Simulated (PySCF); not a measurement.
# C4H4F2O3: runs on many settings

Aim: see how C4H4F2O3 (`CC(=O)OC(=O)C(F)F`) answers to the choice of functional, basis, grid and SCF options, and what happens with inputs that are wrong on purpose.

The runs use PySCF 2.14.0, with density-fitted response routines of our own; the level of theory stands in each step. All values are computed, except where a source is named. Atoms count from 0, in the outputs and in this text.

## 1. The starting structure

13 atoms, charge 0, multiplicity 1; geometry from: GFN2-xTB.

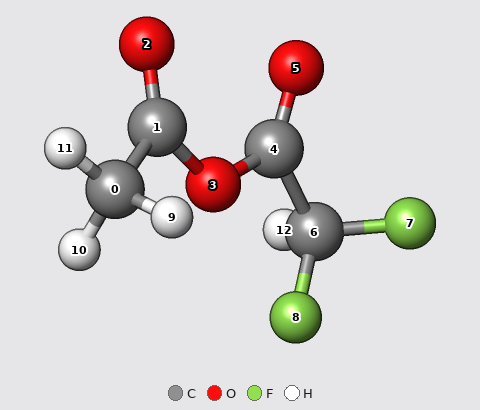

As it starts; carbon grey, oxygen red, fluorine green, hydrogen white, atoms numbered.

## 2. NMR shieldings: PBE0/def2-SVP

What the job is given:

```
{"job": {"kind": "nmr", "xc": "PBE0", "basis": "def2-SVP", "pop": false, "scf": {"aux": "def2-universal-jfit", "conv": 0.001, "max_cycle": 61}}, "charge": 0, "multiplicity": 1}
C      2.271498     0.499494     0.422812
C      1.293453    -0.563911     0.053854
O      1.494121    -1.712440    -0.151185
O      0.022180     0.024883    -0.053422
C     -1.111889    -0.688057    -0.143180
O     -1.248856    -1.861907    -0.038185
C     -2.296553     0.277256    -0.416362
F     -3.317928    -0.007767     0.414315
F     -1.953843     1.563300    -0.206929
H      2.036568     0.870704     1.418522
H      2.182350     1.332939    -0.269812
H      3.278254     0.093982     0.406470
H     -2.653742     0.172009    -1.454627
```

Method: GIAO PBE0/def2-SVP NMR shielding, non-relativistic, gas phase.

On the command line:

```
> OMP_NUM_THREADS=1 python probes_run.py task.json out
```

The driver reads the jobs from task.json and runs them one after another.

What it wrote:

```text
final grid: 123152 points
cycle   1  E = -578.7925873561  dE =  1.717e+00  |g| = 1.355e+00  |ddm| = 3.967e+00
cycle   2  E = -577.6376797457  dE =  1.155e+00  |g| = 2.821e+00  |ddm| = 3.152e+00
cycle   3  E = -579.1085521376  dE = -1.471e+00  |g| = 4.535e-01  |ddm| = 2.378e+00
cycle   4  E = -579.1443271322  dE = -3.577e-02  |g| = 1.465e-01  |ddm| = 4.181e-01
cycle   5  E = -579.1480617547  dE = -3.735e-03  |g| = 2.577e-02  |ddm| = 9.870e-02
cycle   6  E = -579.1482069669  dE = -1.452e-04  |g| = 7.268e-03  |ddm| = 2.517e-02
converged SCF energy = -579.1482069669

GIAO shielding tensors (ppm)
atom      isotropic    diamagn.    paramagn.     s11        s22        s33       span
  0 C      176.176     249.486     -73.310    156.837    168.711    202.980     46.143
  1 C       35.837     254.924    -219.087    -78.185     74.854    110.841    189.026
  2 O     -128.613     393.426    -522.039   -462.845   -224.737    301.742    764.587
  3 O       61.816     408.707    -346.891   -153.781    143.159    196.071    349.852
  4 C       39.483     258.934    -219.451    -64.406     81.752    101.104    165.510
  5 O     -100.207     394.694    -494.900   -408.144   -237.079    344.604    752.748
  6 C       86.089     242.353    -156.264     64.188     87.414    106.664     42.476
  7 F      336.592     463.445    -126.853    230.919    358.417    420.440    189.521
  8 F      337.912     475.626    -137.714    238.779    361.057    413.899    175.120
  9 H       29.637      30.205      -0.568     26.281     28.691     33.939      7.658
 10 H       29.687      30.637      -0.950     25.959     29.139     33.962      8.003
 11 H       30.074      27.277       2.797     26.145     28.170     35.906      9.761
 12 H       25.978      26.799      -0.821     23.308     25.596     29.031      5.723
```

Wall time 10 s (1 thread of Intel Xeon Platinum 8488C, shared host); peak memory 0.57 GiB.

A normal end doesn't make this result sound: the SCF threshold of 0.001 Eh is far too loose; the fitting basis def2-universal-jfit is not made for Coulomb and exchange fitting here.

## 3. Spin-spin couplings: WP04/Sadlej pVTZ in benzene

Same as in step 2 but for these lines:

```diff
@@ -1,2 +1,2 @@
-{"job": {"kind": "nmr", "xc": "PBE0", "basis": "def2-SVP", "pop": false, "scf": {"aux": "def2-universal-jfit", "conv": 0.001, "max_cycle": 61}}, "charge": 0, "multiplicity": 1}
+{"job": {"kind": "j", "xc": "WP04", "basis": "Sadlej pVTZ", "solvent": "benzene"}, "charge": 0, "multiplicity": 1}
 C      2.271498     0.499494     0.422812
```

With the program's defaults for keys left out, this is: WP04/Sadlej pVTZ indirect spin-spin coupling, non-relativistic, IEF-PCM benzene.

What it wrote:

```text
coarse grid: 12256 points
cycle   1  E = -591.0680308391  dE =  1.812e+00  |g| = 1.764e+00  |ddm| = 1.638e+01
cycle   2  E = -588.8201933607  dE =  2.248e+00  |g| = 3.842e+00  |ddm| = 7.060e+00
cycle   3  E = -591.5330173729  dE = -2.713e+00  |g| = 7.264e-01  |ddm| = 5.012e+00
cycle   4  E = -591.6240537348  dE = -9.104e-02  |g| = 2.882e-01  |ddm| = 1.525e+00
cycle   5  E = -591.6383884408  dE = -1.433e-02  |g| = 6.342e-02  |ddm| = 6.310e-01
cycle   6  E = -591.6392751179  dE = -8.867e-04  |g| = 1.373e-02  |ddm| = 2.214e-01
cycle   7  E = -591.6393123666  dE = -3.725e-05  |g| = 4.286e-03  |ddm| = 5.024e-02
cycle   8  E = -591.6393161019  dE = -3.735e-06  |g| = 1.084e-03  |ddm| = 9.881e-03
final grid: 123152 points
cycle   9  E = -591.6681016903  dE = -5.435e-05  |g| = 1.005e-02  |ddm| = 4.148e-01
cycle  10  E = -591.6680596931  dE =  4.200e-05  |g| = 1.797e-02  |ddm| = 6.492e-02
cycle  11  E = -591.6681187474  dE = -5.905e-05  |g| = 3.334e-03  |ddm| = 2.968e-02
cycle  12  E = -591.6681208408  dE = -2.093e-06  |g| = 6.172e-04  |ddm| = 5.362e-03
cycle  13  E = -591.6681208969  dE = -5.610e-08  |g| = 2.713e-04  |ddm| = 1.482e-03
cycle  14  E = -591.6681209118  dE = -1.487e-08  |g| = 5.296e-05  |ddm| = 7.545e-04
cycle  15  E = -591.6681209122  dE = -3.845e-10  |g| = 2.537e-05  |ddm| = 1.197e-04
converged SCF energy = -591.6681209122

Indirect spin-spin couplings (Hz)
  i      j    bonds     total        FC       PSO       DSO        SD
  0 C    8 F    5     -0.191    -0.147     0.002    -0.029    -0.016
  0 C    9 H    1    131.082   129.646     0.708     0.728         -
  0 C   10 H    1    132.496   131.086     0.678     0.731         -
  0 C   11 H    1    141.160   139.856     0.616     0.688         -
  1 C    7 F    4      0.596     0.173     0.374    -0.231     0.281
  1 C    9 H    2     -9.882    -9.936    -0.082     0.136         -
  1 C   10 H    2     -9.849    -9.847    -0.124     0.122         -
  1 C   11 H    2     -4.994    -4.681    -0.380     0.068         -
  1 C   12 H    4      0.281     0.385     0.127    -0.231         -
  2 O    7 F    5     -0.670    -0.011    -0.648     0.122    -0.133
  2 O    9 H    3     -0.923    -1.248     0.073     0.252         -
  2 O   10 H    3     -1.157    -1.562     0.127     0.278         -
  2 O   11 H    3     -0.042    -0.664     0.584     0.039         -
  3 O    7 F    3      0.285    -1.529     1.362     0.110     0.341
  3 O    8 F    3     -5.389    -6.376     1.146    -0.186     0.027
  3 O    9 H    3      0.987     0.989     0.088    -0.090         -
  3 O   10 H    3      0.104     0.138     0.109    -0.143         -
  3 O   11 H    3     -9.203    -9.319    -0.101     0.216         -
  3 O   12 H    3     -0.797    -0.772    -0.099     0.075         -
  4 C    7 F    2     21.315    25.252    -4.358     0.266     0.155
  4 C    8 F    2     21.311    20.754    -1.131     0.235     1.452
  4 C    9 H    4     -0.340    -0.283     0.095    -0.152         -
  4 C   11 H    4      1.688     1.806     0.215    -0.333         -
  4 C   12 H    2      5.638     5.469    -0.129     0.297         -
  5 O    7 F    3      4.651    -0.634     4.841     0.006     0.437
  5 O    8 F    3     -0.016     1.975    -0.902     0.234    -1.323
  5 O   12 H    3      0.003    -0.087     0.012     0.077         -
  6 C    7 F    1   -356.906  -354.092   -14.524     1.160    10.550
  6 C    8 F    1   -367.332  -363.309   -15.514     1.183    10.309
  6 C    9 H    5     -0.201    -0.176     0.069    -0.095         -
  6 C   11 H    5      0.302     0.361     0.170    -0.230         -
  6 C   12 H    1    199.431   198.941    -1.013     1.502         -
  7 F    8 F    2    165.727    -8.372    98.884    -0.418    75.633
  7 F    9 H    6     -0.366    -0.099     0.215    -0.423    -0.059
  7 F   10 H    6     -0.346    -0.026     0.402    -0.703    -0.019
  7 F   11 H    6     -0.154     0.157     0.549    -0.870     0.010
  7 F   12 H    2     47.367    51.545     0.351    -0.788    -3.741
  8 F   11 H    6     -0.319    -0.095     0.506    -0.733     0.003
  8 F   12 H    2     49.587    53.854     0.064    -0.754    -3.576
  9 H   10 H    2    -20.386   -19.966     1.968    -2.388         -
  9 H   11 H    2    -15.396   -14.818     2.109    -2.686         -
  9 H   12 H    6     -0.215     0.023     0.703    -0.941         -
 10 H   11 H    2    -13.977   -13.373     2.136    -2.739         -
 11 H   12 H    6     -0.263    -0.014     0.706    -0.955         -
```

Wall time 49 s (1 thread of Intel Xeon Platinum 8488C, shared host); peak memory 1.1 GiB.

This basis has no tight s functions, so the Fermi-contact terms are rough.

Couplings of 1 Hz or more over one to four bonds, nine at most for each number, with means over like pairs (isotopes 13C, 19F, 1H, 17O):

| pair | bonds | J (Hz) | Fermi contact (Hz) |
| --- | --- | --- | --- |
| C6–F7 | 1 | -362.1 | -358.7 |
| C6–H12 | 1 | 199.4 | 198.9 |
| C0–H9 | 1 | 134.9 | 133.5 |
| F7–F8 | 2 | 165.7 | -8.4 |
| F7–H12 | 2 | 48.5 | 52.7 |
| C4–F7 | 2 | 21.3 | 23.0 |
| H9–H10 | 2 | -16.6 | -16.1 |
| C1–H9 | 2 | -8.2 | -8.2 |
| C4–H12 | 2 | 5.6 | 5.5 |
| O3–H9 | 3 | -2.7 | -2.7 |
| O3–F7 | 3 | -2.6 | -4.0 |
| O5–F7 | 3 | 2.3 | 0.7 |

Means hide unlike values in this fixed geometry: C1–H9 from -9.9 to -5.0 Hz; O3–H9 from -9.2 to 1.0 Hz; O3–F7 from -5.4 to 0.3 Hz. They hold only if the pairs exchange fast.

The spin-dipole term was solved for some atoms only; pairs without it lack that part.

The response was solved for the nuclei of F, H alone, so couplings that need other nuclei can be missing.

Quadrupole couplings from the field gradients of the same density:

| atom | isotope | eQq/h (MHz) | η |
| --- | --- | --- | --- |
| O2 | 17O | 10.8 | 0.21 |
| O5 | 17O | 10.7 | 0.17 |
| O3 | 17O | -9.755 | 0.03 |

## 4. Spin-spin couplings: HSE06/pcX-1

Same as in step 3 but for these lines:

```diff
@@ -1,2 +1,2 @@
-{"job": {"kind": "j", "xc": "WP04", "basis": "Sadlej pVTZ", "solvent": "benzene"}, "charge": 0, "multiplicity": 1}
+{"job": {"kind": "j", "xc": "HSE06", "basis": "pcX-1", "scf": {"guess": "1e", "max_cycle": 78}}, "charge": 0, "multiplicity": 1}
 C      2.271498     0.499494     0.422812
```

Method: HSE06/pcX-1.

What it wrote:

```text
KeyError: 'Element h (Z=1) not found in basis pcX-1 version 1'
```

Run time: 0.02 s. Hardware: 1 thread of Intel Xeon Platinum 8488C, shared host.

Why it failed: The basis pcX-1 has no functions for an element of the molecule, so the input was refused before any integral. Cure: choose a basis that covers all elements.

## 5. J couplings: PBE0/aug-cc-pVDZ

Same as in step 4 but for these lines:

```diff
@@ -1,2 +1,2 @@
-{"job": {"kind": "j", "xc": "HSE06", "basis": "pcX-1", "scf": {"guess": "1e", "max_cycle": 78}}, "charge": 0, "multiplicity": 1}
+{"job": {"kind": "j", "xc": "PBE0", "basis": "aug-cc-pVDZ", "scf": {"conv": 1e-08}}, "charge": 0, "multiplicity": 1}
 C      2.271498     0.499494     0.422812
```

Level: PBE0/aug-cc-pVDZ indirect spin-spin coupling, non-relativistic, gas phase.

What it wrote:

```text
final grid: 123152 points
cycle   1  E = -579.3445717321  dE =  1.798e+00  |g| = 1.292e+00  |ddm| = 7.765e+00
cycle   2  E = -578.2580783679  dE =  1.086e+00  |g| = 2.734e+00  |ddm| = 4.828e+00
cycle   3  E = -579.6320900611  dE = -1.374e+00  |g| = 4.356e-01  |ddm| = 3.471e+00
cycle   4  E = -579.6647947198  dE = -3.270e-02  |g| = 1.410e-01  |ddm| = 6.242e-01
cycle   5  E = -579.6682020531  dE = -3.407e-03  |g| = 2.654e-02  |ddm| = 1.726e-01
cycle   6  E = -579.6683560285  dE = -1.540e-04  |g| = 6.766e-03  |ddm| = 5.582e-02
cycle   7  E = -579.6683656793  dE = -9.651e-06  |g| = 1.662e-03  |ddm| = 1.271e-02
cycle   8  E = -579.6683661494  dE = -4.701e-07  |g| = 7.035e-04  |ddm| = 2.736e-03
cycle   9  E = -579.6683662316  dE = -8.221e-08  |g| = 1.726e-04  |ddm| = 1.041e-03
cycle  10  E = -579.6683662371  dE = -5.456e-09  |g| = 4.934e-05  |ddm| = 3.266e-04
converged SCF energy = -579.6683662371

Indirect spin-spin couplings (Hz)
  i      j    bonds     total        FC       PSO       DSO        SD
  0 C    7 F    5      0.224     0.274     0.159    -0.187    -0.023
  0 C    8 F    5     -0.271    -0.233     0.005    -0.030    -0.014
  0 C    9 H    1    143.008   141.348     0.908     0.752         -
  0 C   10 H    1    144.245   142.618     0.872     0.755         -
  0 C   11 H    1    146.628   145.138     0.776     0.714         -
  1 C    7 F    4      0.849     0.464     0.360    -0.230     0.255
  1 C    8 F    4     -0.217    -0.100    -0.036    -0.133     0.052
  1 C    9 H    2     -8.272    -8.332    -0.080     0.139         -
  1 C   10 H    2     -8.084    -8.087    -0.123     0.125         -
  1 C   11 H    2     -3.336    -3.022    -0.385     0.071         -
  2 O    7 F    5     -0.684     0.036    -0.708     0.121    -0.134
  2 O    8 F    5     -0.170    -0.016    -0.168     0.140    -0.126
  2 O    9 H    3     -2.456    -2.770     0.065     0.249         -
  2 O   10 H    3     -2.424    -2.826     0.127     0.274         -
  2 O   11 H    3     -0.118    -0.732     0.578     0.037         -
  3 O    7 F    3     -0.870    -2.625     1.357     0.109     0.288
  3 O    8 F    3     -3.580    -4.739     1.365    -0.185    -0.021
  3 O    9 H    3      0.472     0.459     0.103    -0.090         -
  3 O   10 H    3     -0.173    -0.164     0.132    -0.142         -
  3 O   11 H    3     -8.005    -8.123    -0.095     0.214         -
  3 O   12 H    3     -0.464    -0.428    -0.110     0.074         -
  4 C    7 F    2     21.161    25.021    -4.289     0.267     0.163
  4 C    8 F    2     22.975    22.484    -1.157     0.236     1.413
  4 C    9 H    4     -0.328    -0.272     0.094    -0.151         -
  4 C   11 H    4      1.200     1.318     0.212    -0.330         -
  4 C   12 H    2      2.455     2.289    -0.133     0.299         -
  5 O    7 F    3      3.320    -2.202     5.089     0.004     0.429
  5 O    8 F    3     -2.615    -0.495    -1.001     0.231    -1.351
  5 O   12 H    3     -0.782    -0.823    -0.034     0.075         -
  6 C    7 F    1   -222.504  -221.428   -11.468     1.176     9.216
  6 C    8 F    1   -222.613  -220.340   -12.487     1.199     9.015
  6 C   11 H    5      0.268     0.329     0.168    -0.228         -
  6 C   12 H    1    189.154   188.507    -0.899     1.546         -
  7 F    8 F    2    283.084   111.982    98.845    -0.388    72.644
  7 F    9 H    6     -0.352    -0.096     0.224    -0.421    -0.059
  7 F   10 H    6     -0.331    -0.023     0.412    -0.699    -0.020
  7 F   11 H    6     -0.166     0.135     0.555    -0.864     0.007
  7 F   12 H    2     37.066    40.600     0.715    -0.743    -3.505
  8 F   11 H    6     -0.355    -0.128     0.498    -0.728     0.002
  8 F   12 H    2     34.566    38.247     0.368    -0.709    -3.340
  9 H   10 H    2    -17.069   -16.685     1.945    -2.329         -
  9 H   11 H    2    -13.470   -12.955     2.111    -2.626         -
  9 H   12 H    6     -0.228     0.008     0.700    -0.936         -
 10 H   11 H    2    -12.363   -11.819     2.135    -2.679         -
 11 H   12 H    6     -0.273    -0.025     0.702    -0.949         -
```

Wall time 49 s (1 thread of Intel Xeon Platinum 8488C, shared host); peak memory 1 GiB.

The basis is not made for couplings: without tight functions at the nuclei these values are rough.

This run: J(F7,F8) 283.1 Hz, J(C6,F7) -222.6 Hz, J(C6,H12) 189.2 Hz (means over like pairs).

## 6. Comparing the runs: spin-spin couplings

Couplings (Hz), each a mean over the pairs like the one named, with basis size and wall time:

| run | C6–F7 | F7–F8 | C6–H12 | C0–H9 | F7–H12 | C4–F7 | H9–H10 | functions | time |
| --- | --- | --- | --- | --- | --- | --- | --- | --- | --- |
| WP04/Sadlej pVTZ in benzene | -362.1 | 165.7 | 199.4 | 134.9 | 48.5 | 21.3 | -16.6 | 252 | 49 s |
| PBE0/aug-cc-pVDZ | -222.6 | 283.1 | 189.2 | 144.6 | 35.8 | 22.1 | -14.3 | 243 | 49 s |

## 7. What came out

| quantity | value |
| --- | --- |
| largest coupling of the table (WP04/Sadlej pVTZ) | ¹J(C,F) C6–F7, -362.1 Hz (mean over like pairs) |
| range of J(C6,F7), mean over like pairs | -362.1 to -222.6 Hz |
| property runs in this session | 4, of which 1 failed and 1 gave unsound results |

Single values in the summary come from the first sound run of each kind (WP04/Sadlej pVTZ), which need not be the best level. Of the pairs tabulated at WP04/Sadlej pVTZ, C6–F7 (mean over like pairs) couples most strongly (-362.1 Hz; Fermi contact -358.7 Hz). Couplings across rotatable bonds belong to this one conformer; where others are populated, the observed values are averages. Density functionals describe couplings to fluorine poorly, F–F couplings above all, so those rows are rough. The coupling C6–F7, as a mean over pairs of its kind, runs from -362.1 Hz (WP04/Sadlej pVTZ in benzene) to -222.6 Hz (PBE0/aug-cc-pVDZ). Couplings from bases without tight functions are rough.
